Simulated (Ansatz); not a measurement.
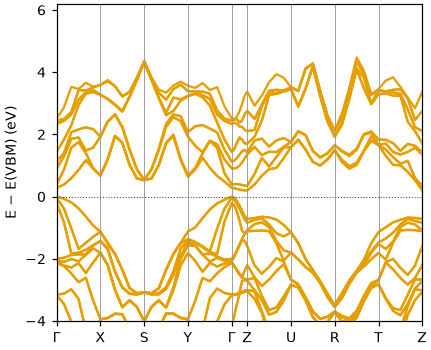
Figure. Band structure from DFT-PBEsol with spin–orbit coupling in the program Ansatz with PAW potentials

### Question
Read off the gap and where the band edges lie.

### Answer
About 0.2 eV (0.20 eV by a search for the band edges); maximum at Γ, minimum at Z.

The material is SiGe in space group Pmma (No. 51; Si on 2e, Si on 2f, Ge on 2e, Ge on 2f).

The start of the workflow was typed in or built on a structure type; neither database checked (COD, Materials Project) lists it. Its standing as an ambient phase is unchecked. The PBEsol relaxation kept the symmetry of its start; of distortions, only those at the zone centre were tested.

Potentials: the later of the program's two PAW sets.
